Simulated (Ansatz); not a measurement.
Geometry relaxation of GaC$_{18}$ (part 2 of 2)

GaC$_{18}$ (slab, 19 atoms in the cell); DFT LDA, scalar-relativistic, plane waves, PAW, spin-polarised (Ansatz 0.2.0); cutoff 420 eV, 2×2×1 k-mesh, Gaussian smearing of 0.02 eV, collinear spins. It belongs to a series of runs on one base structure; here: end point A relaxed.

Geometry of the input (Å; fractional positions):
```
7.3980  0.0000  0.0000
-3.6990  6.4069  0.0000
0.0000  0.0000  12.0000
C  0.0000  0.0000  0.0833
C  0.2222  0.1111  0.0833
C  0.0000  0.3333  0.0833
C  0.2222  0.4444  0.0833
C  -0.0000  0.6667  0.0833
C  0.2222  0.7778  0.0833
C  0.3333  0.0000  0.0833
C  0.5556  0.1111  0.0833
C  0.3333  0.3333  0.0833
C  0.5556  0.4444  0.0833
C  0.3333  0.6667  0.0833
C  0.5556  0.7778  0.0833
C  0.6667  0.0000  0.0833
C  0.8889  0.1111  0.0833
C  0.6667  0.3333  0.0833
C  0.8889  0.4444  0.0833
C  0.6667  0.6667  0.0833
C  0.8889  0.7778  0.0833
Ga 0.6325  0.8179  0.2475
```

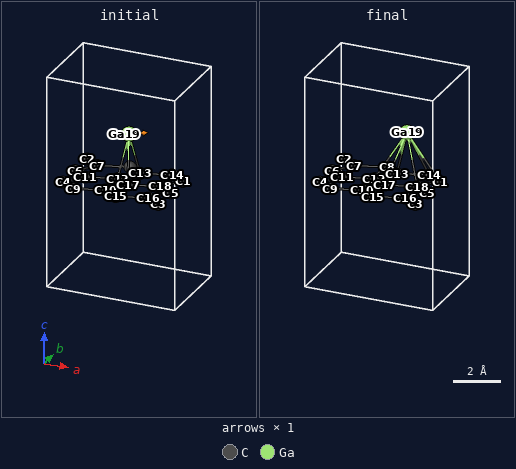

Before (left) and after (right) the relaxation, at one scale (ball-and-stick view of the cell of the calculation, with the vacuum cut short (origin shifted), seen slightly off an axis). The orange arrows give the displacements, at true length. Ga19 moves most: 0.89 Å. By element the largest moves are Ga 0.89 Å, C 0.06 Å. The cell doesn't change. Among the contacts that change: C1–Ga19 3.070 → 2.529 Å, C12–Ga19 2.031 → 2.530 Å, C18–Ga19 2.851 → 2.529 Å, C14–Ga19 2.841 → 2.529 Å. Among the angles that change: C18–C17–Ga19 95.4° → 73.5°, C11–C12–Ga19 104.0° → 124.4°, C12–C17–Ga19 59.5° → 73.6°. Over 8 geometry steps the energy falls by 0.412 eV per cell of the calculation. The largest force component goes from 2.3 to 0.017 eV/Å. (Atoms are counted from 1 in the order of the input.)

```
Magnetization: 0.0000 μB (42.5000 up, 42.5000 down)
Absolute magnetization: 0.0000 μB (∫|ρ↑−ρ↓|, with the PAW one-centre terms)
Spin contamination: 0.0000 ħ² per cell (⟨S²⟩ above its minimum at these occupations)
Per-site moments (μB) at R_I (Å): [(-1.9266175910774305e-8, 0.5864196481875422), (5.187866633987408e-9, 0.5859204112325892), (2.0907988796618347e-9, 0.5859277179365956), (1.9248678673066292e-9, 0.5859277179365956), (1.7633366712543192e-9, 0.5859286816346068), (2.5573298261485765e-9, 0.5859286816346068), (-5.3176191135139915e-9, 0.5859206299978537), (4.217167157169412e-11, 0.5858930216450596), (-5.7538954172390564e-9, 0.5859204112325892), (1.4844596664817567e-9, 0.5858921928600264), (-5.1341024779597265e-9, 0.5859880718332883), (2.2743750120576525e-8, 0.5865516357130872), (7.958909600595184e-9, 0.5864577900760404), (-1.1976527760812387e-8, 0.5864089792887253), (9.7075963266744e-9, 0.5858921928600264), (-5.046938763784566e-9, 0.5859457478832452), (6.371529518984679e-9, 0.586454215334326), (-1.1372979427207139e-8, 0.5864090919273388), (-2.100824747232066e-9, 1.043286758152397)]
Free energy (F): -8078.477390 eV
Harris-Foulkes:  -8078.477390 eV  (|F-HF|=1.09e-11)
Internal energy: -8078.477390 eV  (E = F + TS)
E sigma→0 (E₀):  -8078.477390 eV
Fermi energy:    0.016403 eV
[...]
--- Per-component energies (eV) ---
  E_band       = -872.940464
  E_kinetic    = 1755.125331
  E_local      = -21020.144619  (includes V_loc(G=0)·N_el)
  E_nonlocal   = 932.665074
  E_hartree    = 9560.743999
  E_xc         = -924.394145
  E_vxc        = -1121.879748  (∫ρ·V_xc dr)
  E_paw        = -3560.127514  (= ΣΔE_a)
  E_vpaw       = -540.194514  (= ΣTr[D̂ρ^β])
  E_aug_tail   = 0.000021  (compensation charges beyond the density's cutoff)
  E_ewald      = 5174.794997
  E_core_change = 2.859465  (= ΣΔE_core)
  E_smearing   = -0.000000  (= −TS)
  E_closure    = 0.000000  (closes the sum)
  Σ components = -8078.477390   (vs F -8078.477390, Δ=0.00e0)
--- Forces (eV/Å), atoms counted from 1 ---
  atom   1  C      0.00291828     0.00168156     0.00132342
  atom   2  C      0.00276480     0.00148005    -0.00139354
  atom   3  C      0.00311782     0.00292697     0.00000836
  atom   4  C     -0.00127179     0.00932309     0.00110914
  atom   5  C      0.00422708     0.00126562     0.00000439
  atom   6  C      0.00744141    -0.00569248     0.00108277
  atom   7  C      0.00163071    -0.00077238    -0.00075997
  atom   8  C      0.00344567    -0.00552044    -0.00060034
  atom   9  C      0.00004978     0.00170608    -0.00078925
  atom  10  C     -0.00292883     0.00542135    -0.00059680
  atom  11  C      0.00948436     0.00561167    -0.00178455
  atom  12  C     -0.00197495    -0.00071053     0.00272218
  atom  13  C     -0.00529160    -0.01630955    -0.00124549
  atom  14  C     -0.00589583     0.00354946    -0.00149356
  atom  15  C     -0.00176985    -0.00119086     0.00202364
  atom  16  C      0.00154000     0.00089103    -0.00221288
  atom  17  C     -0.01679400     0.00360079    -0.00134185
  atom  18  C      0.00045102    -0.00661198    -0.00141710
  atom  19  Ga    -0.00113849    -0.00063590     0.00018702
  max |Σ_I F_I| component: 5.17e-3 eV/Å
--- Relaxed structure (9 steps of the walk, 9 accepted, 0 SCFs on fresh bases) ---
  F+E_penalty+E_count = -8078.47739008 eV   max|allowed force component| = 1.679e-2 eV/Å
  atoms:
    - { symbol: C, position: [-0.006302212371371182, -0.0030634005709992296, 0.08265354827953963] }
    - { symbol: C, position: [0.21558795226608918, 0.10788204372389462, 0.08296986046589352] }
    - { symbol: C, position: [-0.007154575679785197, 0.3306109163794144, 0.08296842344394152] }
    - { symbol: C, position: [0.21454825992453389, 0.44066516199585887, 0.08287353118109293] }
    - { symbol: C, position: [-0.0071550952499555565, 0.6624098882659514, 0.08296822575919219] }
    - { symbol: C, position: [0.21454810727252566, 0.7740582237771804, 0.08287345680976599] }
    - { symbol: C, position: [0.3256708903279149, -0.0037353251112586497, 0.08288359235947695] }
    - { symbol: C, position: [0.5473873272009931, 0.107911733033506, 0.08297017462687242] }
    - { symbol: C, position: [0.32567139914967014, 0.32958226917691197, 0.0828839015206552] }
    - { symbol: C, position: [0.5473874720036833, 0.4396523399094644, 0.08297049991348658] }
    - { symbol: C, position: [0.3246070011426349, 0.66239080740836, 0.08296318610431255] }
    - { symbol: C, position: [0.5465471407067877, 0.7733604999841692, 0.08265353913939402] }
    - { symbol: C, position: [0.6583637942895711, -0.0030164756980924677, 0.08267042516754472] }
    - { symbol: C, position: [0.8819253906153812, 0.10872471495133657, 0.08266789378365057] }
    - { symbol: C, position: [0.6590260006967281, 0.3296014570670156, 0.08287701368672505] }
    - { symbol: C, position: [0.8812244565308501, 0.4407000572981436, 0.08289264977615213] }
    - { symbol: C, position: [0.6583638014945796, 0.661555662006266, 0.0826708795232921] }
    - { symbol: C, position: [0.8819243179405338, 0.7733755460103823, 0.08266744393975436] }
    - { symbol: Ga, position: [0.7702950717386345, 0.8852332803924946, 0.2564211545192574] }
```

### Trajectory as extended XYZ (Å, eV, eV/Å), 9 frames, from step=1 to step=9
```
19
Lattice="7.3980 0.0000 0.0000 -3.6990 6.4069 0.0000 0.0000 0.0000 12.0000" Properties=species:S:1:pos:R:3:forces:R:3 step=1 energy=-8078.06504
C     0.0000    0.0000    1.0000    0.1457   0.0825   0.0232
C     1.2330    0.7119    1.0000    0.0372   0.0236   0.0109
C    -1.2330    2.1356    1.0000   -0.0618   0.1054   0.0170
C     0.0000    2.8475    1.0000    0.0295  -0.0851   0.0400
C    -2.4660    4.2712    1.0000    0.0574  -0.1059   0.0162
C    -1.2330    4.9831    1.0000   -0.0583   0.0673   0.0396
C     2.4660    0.0000    1.0000   -0.0129   0.0168  -0.0227
C     3.6990    0.7119    1.0000   -0.3154   0.1251   0.0436
C     1.2330    2.1356    1.0000    0.0087  -0.0197  -0.0241
C     2.4660    2.8475    1.0000   -0.0497  -0.3275   0.0447
C     0.0000    4.2712    1.0000   -0.4825  -0.2779  -0.0199
C     1.2330    4.9831    1.0000   -0.5650  -0.3457  -1.8270
C     4.9320    0.0000    1.0000   -0.1551   0.6519  -0.3706
C     6.1650    0.7119    1.0000    0.2367   0.2060   0.0461
C     3.6990    2.1356    1.0000    0.0084   0.0063   0.0148
C     4.9320    2.8475    1.0000    0.0272   0.0164  -0.0440
C     2.4660    4.2712    1.0000    0.4820  -0.4519  -0.3434
C     3.6990    4.9831    1.0000    0.2897   0.0968   0.0480
Ga    1.6536    5.2402    2.9700    0.3781   0.2154   2.3026
19
Lattice="7.3980 0.0000 0.0000 -3.6990 6.4069 0.0000 0.0000 0.0000 12.0000" Properties=species:S:1:pos:R:3:forces:R:3 step=2 energy=-8078.24105
C     0.0018    0.0010    1.0042    0.0419   0.0237   0.0050
C     1.2326    0.7117    1.0038    0.0062   0.0043  -0.0032
C    -1.2348    2.1370    1.0030   -0.0283   0.0344  -0.0053
C    -0.0020    2.8448    1.0019    0.0212  -0.0077  -0.0182
C    -2.4658    4.2691    1.0031    0.0146  -0.0414  -0.0047
C    -1.2364    4.9828    1.0019    0.0046   0.0221  -0.0180
C     2.4632   -0.0004    0.9984    0.0162  -0.0001   0.0104
C     3.6932    0.7137    0.9967   -0.1127   0.0342  -0.0099
C     1.2312    2.1335    0.9983    0.0080   0.0135   0.0113
C     2.4647    2.8417    0.9969   -0.0265  -0.1119  -0.0112
C    -0.0070    4.2672    0.9915   -0.1662  -0.0953   0.0250
C     1.2297    4.9811    0.9739   -0.3021  -0.1818  -0.9757
C     4.9293    0.0055    0.9828   -0.0796   0.2228  -0.0989
C     6.1667    0.7152    1.0002    0.0789   0.0591   0.0202
C     3.6973    2.1347    0.9995    0.0007   0.0005  -0.0106
C     4.9305    2.8467    0.9966    0.0131   0.0076   0.0254
C     2.4694    4.2662    0.9832    0.1508  -0.1744  -0.0830
C     3.7026    4.9829    1.0005    0.0885   0.0370   0.0185
Ga    1.6782    5.2538    3.0337    0.2708   0.1533   1.1173
19
Lattice="7.3980 0.0000 0.0000 -3.6990 6.4069 0.0000 0.0000 0.0000 12.0000" Properties=species:S:1:pos:R:3:forces:R:3 step=3 energy=-8078.33148
C    -0.0014   -0.0007    1.0044    0.0058   0.0035   0.0152
C     1.2282    0.7093    1.0019   -0.0071  -0.0047   0.0023
C    -1.2402    2.1359    1.0036    0.0139  -0.0136   0.0164
C    -0.0072    2.8413    0.9972   -0.0099   0.0378   0.0152
C    -2.4696    4.2651    1.0038   -0.0046   0.0193   0.0155
C    -1.2421    4.9802    0.9971    0.0277  -0.0271   0.0146
C     2.4576   -0.0033    0.9944    0.0102  -0.0008  -0.0199
C     3.6848    0.7124    0.9904    0.0426  -0.0087  -0.0028
C     1.2258    2.1303    0.9945    0.0041   0.0090  -0.0209
C     2.4592    2.8353    0.9907    0.0138   0.0394   0.0003
C    -0.0156    4.2624    0.9872    0.0778   0.0447  -0.1011
C     1.2231    4.9774    0.9452   -0.1306  -0.0726  -0.0634
C     4.9230    0.0068    0.9741   -0.0425  -0.1136   0.0285
C     6.1637    0.7150    1.0006   -0.0440  -0.0050   0.0080
C     3.6919    2.1317    0.9966   -0.0151  -0.0093   0.0158
C     4.9252    2.8437    1.0007    0.0001  -0.0002  -0.0403
C     2.4673    4.2602    0.9750   -0.1197   0.0234   0.0273
C     3.7008    4.9805    1.0010   -0.0239  -0.0344   0.0091
Ga    1.7701    5.3049    3.1115    0.2012   0.1129   0.0753
19
Lattice="7.3980 0.0000 0.0000 -3.6990 6.4069 0.0000 0.0000 0.0000 12.0000" Properties=species:S:1:pos:R:3:forces:R:3 step=4 energy=-8078.38006
C    -0.0103   -0.0057    1.0073    0.0211   0.0126   0.0178
C     1.2190    0.7041    1.0030    0.0022   0.0001   0.0039
C    -1.2499    2.1313    1.0045    0.0300  -0.0143   0.0074
C    -0.0168    2.8361    0.9978   -0.0185   0.0640  -0.0051
C    -2.4785    4.2593    1.0046    0.0038   0.0335   0.0073
C    -1.2516    4.9747    0.9977    0.0456  -0.0474  -0.0053
C     2.4479   -0.0088    0.9937    0.0102  -0.0104  -0.0018
C     3.6740    0.7074    0.9895    0.1033  -0.0271  -0.0233
C     1.2160    2.1249    0.9938   -0.0043   0.0141  -0.0019
C     2.4493    2.8287    0.9898    0.0278   0.0992  -0.0212
C    -0.0261    4.2565    0.9866    0.1566   0.0896  -0.1263
C     1.2125    4.9714    0.9425   -0.1100  -0.0578   0.1665
C     4.9124    0.0022    0.9710   -0.0667  -0.2032   0.0631
C     6.1543    0.7108    1.0011   -0.1109  -0.0018   0.0101
C     3.6820    2.1262    0.9959   -0.0093  -0.0065   0.0053
C     4.9156    2.8384    0.9990   -0.0168  -0.0102  -0.0073
C     2.4579    4.2536    0.9719   -0.2097   0.0467   0.0603
C     3.6923    4.9748    1.0015   -0.0528  -0.0923   0.0100
Ga    1.9446    5.4023    3.1188    0.1984   0.1114  -0.1639
19
Lattice="7.3980 0.0000 0.0000 -3.6990 6.4069 0.0000 0.0000 0.0000 12.0000" Properties=species:S:1:pos:R:3:forces:R:3 step=5 energy=-8078.43167
C    -0.0194   -0.0108    1.0116    0.0377   0.0226  -0.0049
C     1.2103    0.6993    1.0046    0.0215   0.0115   0.0092
C    -1.2590    2.1265    1.0038    0.0287   0.0012  -0.0026
C    -0.0259    2.8320    0.9961   -0.0191   0.0252  -0.0192
C    -2.4874    4.2540    1.0040    0.0166   0.0241  -0.0021
C    -1.2598    4.9692    0.9961    0.0115  -0.0288  -0.0190
C     2.4393   -0.0141    0.9938   -0.0091  -0.0144   0.0064
C     3.6654    0.7018    0.9892    0.0845  -0.0169  -0.0158
C     1.2070    2.1203    0.9938   -0.0174   0.0000   0.0070
C     2.4401    2.8243    0.9895    0.0273   0.0788  -0.0158
C    -0.0346    4.2518    0.9831    0.1247   0.0710  -0.0402
C     1.2016    4.9654    0.9560   -0.0762  -0.0398   0.0964
C     4.9018   -0.0051    0.9752   -0.0741  -0.1440   0.0515
C     6.1435    0.7056    1.0033   -0.1044   0.0222  -0.0049
C     3.6729    2.1211    0.9950   -0.0008  -0.0009  -0.0106
C     4.9065    2.8333    0.9970   -0.0285  -0.0165   0.0164
C     2.4461    4.2483    0.9759   -0.1624   0.0092   0.0505
C     3.6823    4.9683    1.0037   -0.0301  -0.0994  -0.0060
Ga    2.1140    5.4971    3.0983    0.1693   0.0952  -0.1008
19
Lattice="7.3980 0.0000 0.0000 -3.6990 6.4069 0.0000 0.0000 0.0000 12.0000" Properties=species:S:1:pos:R:3:forces:R:3 step=6 energy=-8078.46803
C    -0.0282   -0.0157    1.0034    0.0053   0.0035  -0.0038
C     1.2021    0.6947    1.0013    0.0169   0.0093   0.0037
C    -1.2684    2.1220    0.9995    0.0137   0.0035   0.0001
C    -0.0353    2.8273    0.9952   -0.0131   0.0109  -0.0089
C    -2.4961    4.2484    0.9996    0.0105   0.0100   0.0002
C    -1.2687    4.9636    0.9952    0.0024  -0.0166  -0.0088
C     2.4303   -0.0197    0.9946   -0.0061  -0.0022   0.0016
C     3.6569    0.6960    0.9918    0.0339  -0.0080  -0.0042
C     1.1975    2.1155    0.9946   -0.0050  -0.0040   0.0019
C     2.4306    2.8200    0.9920    0.0099   0.0323  -0.0042
C    -0.0424    4.2474    0.9893    0.0526   0.0299  -0.0130
C     1.1908    4.9593    0.9759   -0.0264  -0.0134   0.0390
C     4.8902   -0.0130    0.9837   -0.0264  -0.0688   0.0226
C     6.1316    0.7008    0.9980   -0.0460  -0.0003  -0.0041
C     3.6637    2.1159    0.9940   -0.0042  -0.0027  -0.0056
C     4.8968    2.8278    0.9954   -0.0101  -0.0058   0.0063
C     2.4333    4.2425    0.9840   -0.0730   0.0121   0.0222
C     3.6721    4.9606    0.9982   -0.0221  -0.0388  -0.0046
Ga    2.2879    5.5949    3.0842    0.0868   0.0488  -0.0456
19
Lattice="7.3980 0.0000 0.0000 -3.6990 6.4069 0.0000 0.0000 0.0000 12.0000" Properties=species:S:1:pos:R:3:forces:R:3 step=7 energy=-8078.47699
C    -0.0350   -0.0194    0.9941   -0.0365  -0.0210  -0.0124
C     1.1961    0.6913    0.9976   -0.0062  -0.0031  -0.0117
C    -1.2763    2.1181    0.9969   -0.0121  -0.0012  -0.0096
C    -0.0434    2.8238    0.9942    0.0098  -0.0273  -0.0041
C    -2.5034    4.2436    0.9969   -0.0077  -0.0101  -0.0099
C    -1.2758    4.9585    0.9942   -0.0183   0.0219  -0.0040
C     2.4231   -0.0245    0.9945    0.0009   0.0028   0.0018
C     3.6506    0.6903    0.9943   -0.0279   0.0180   0.0099
C     1.1896    2.1118    0.9945    0.0031  -0.0005   0.0018
C     2.4224    2.8175    0.9944    0.0017  -0.0318   0.0096
C    -0.0483    4.2441    0.9927   -0.0524  -0.0301   0.0249
C     1.1816    4.9542    0.9910    0.0161   0.0070  -0.0076
C     4.8808   -0.0217    0.9915    0.0223   0.0848   0.0005
C     6.1211    0.6964    0.9931    0.0313  -0.0232  -0.0027
C     3.6556    2.1113    0.9943    0.0016   0.0015  -0.0073
C     4.8885    2.8231    0.9950    0.0038   0.0022   0.0058
C     2.4210    4.2389    0.9916    0.0845  -0.0233   0.0005
C     3.6630    4.9540    0.9932   -0.0065   0.0378  -0.0029
Ga    2.4335    5.6768    3.0759   -0.0076  -0.0043   0.0122
19
Lattice="7.3980 0.0000 0.0000 -3.6990 6.4069 0.0000 0.0000 0.0000 12.0000" Properties=species:S:1:pos:R:3:forces:R:3 step=8 energy=-8078.47739
C    -0.0353   -0.0196    0.9918    0.0029   0.0017   0.0013
C     1.1959    0.6912    0.9956    0.0028   0.0015  -0.0014
C    -1.2759    2.1182    0.9956    0.0031   0.0029   0.0000
C    -0.0428    2.8233    0.9945   -0.0013   0.0093   0.0011
C    -2.5032    4.2440    0.9956    0.0042   0.0013   0.0000
C    -1.2760    4.9593    0.9945    0.0074  -0.0057   0.0011
C     2.4231   -0.0239    0.9946    0.0016  -0.0008  -0.0008
C     3.6504    0.6914    0.9956    0.0034  -0.0055  -0.0006
C     1.1902    2.1116    0.9946    0.0000   0.0017  -0.0008
C     2.4233    2.8168    0.9956   -0.0029   0.0054  -0.0006
C    -0.0487    4.2438    0.9956    0.0095   0.0056  -0.0018
C     1.1827    4.9548    0.9918   -0.0020  -0.0007   0.0027
C     4.8817   -0.0193    0.9920   -0.0053  -0.0163  -0.0012
C     6.1223    0.6966    0.9920   -0.0059   0.0035  -0.0015
C     3.6563    2.1117    0.9945   -0.0018  -0.0012   0.0020
C     4.8891    2.8235    0.9947    0.0016   0.0009  -0.0022
C     2.4235    4.2385    0.9921   -0.0168   0.0036  -0.0013
C     3.6638    4.9549    0.9920    0.0005  -0.0066  -0.0014
Ga    2.4242    5.6716    3.0771   -0.0011  -0.0006   0.0002
19
Lattice="7.3980 0.0000 0.0000 -3.6990 6.4069 0.0000 0.0000 0.0000 12.0000" Properties=species:S:1:pos:R:3:forces:R:3 step=9 energy=-8078.47739
C    -0.0353   -0.0196    0.9918    0.0029   0.0017   0.0013
C     1.1959    0.6912    0.9956    0.0028   0.0015  -0.0014
C    -1.2759    2.1182    0.9956    0.0031   0.0029   0.0000
C    -0.0428    2.8233    0.9945   -0.0013   0.0093   0.0011
C    -2.5032    4.2440    0.9956    0.0042   0.0013   0.0000
C    -1.2760    4.9593    0.9945    0.0074  -0.0057   0.0011
C     2.4231   -0.0239    0.9946    0.0016  -0.0008  -0.0008
C     3.6504    0.6914    0.9956    0.0034  -0.0055  -0.0006
C     1.1902    2.1116    0.9946    0.0001   0.0017  -0.0008
C     2.4233    2.8168    0.9956   -0.0029   0.0054  -0.0006
C    -0.0487    4.2438    0.9956    0.0095   0.0056  -0.0018
C     1.1827    4.9548    0.9918   -0.0020  -0.0007   0.0027
C     4.8817   -0.0193    0.9920   -0.0053  -0.0163  -0.0012
C     6.1223    0.6966    0.9920   -0.0059   0.0035  -0.0015
C     3.6563    2.1117    0.9945   -0.0018  -0.0012   0.0020
C     4.8891    2.8235    0.9947    0.0015   0.0009  -0.0022
C     2.4235    4.2385    0.9921   -0.0168   0.0036  -0.0013
C     3.6638    4.9549    0.9920    0.0005  -0.0066  -0.0014
Ga    2.4242    5.6716    3.0771   -0.0011  -0.0006   0.0002
```

### Key numbers

```csv
quantity,value
outcome,converged
electrons treated,85
free energy,−8078.4774 eV
Fermi energy,0.016 eV
net moment of the cell,0.00 μB
integrated absolute moment,0.00 μB
final volume,568.78 Å³
largest force (length of the vector) at the end,0.017 eV/Å
wall time,36 s (CPU time 71 s)
peak memory,0.97 GiB
```

### Notes

The program warns: some starting moments were not kept. The k-point mesh is coarse for a cell of this size, so the results may not be converged.
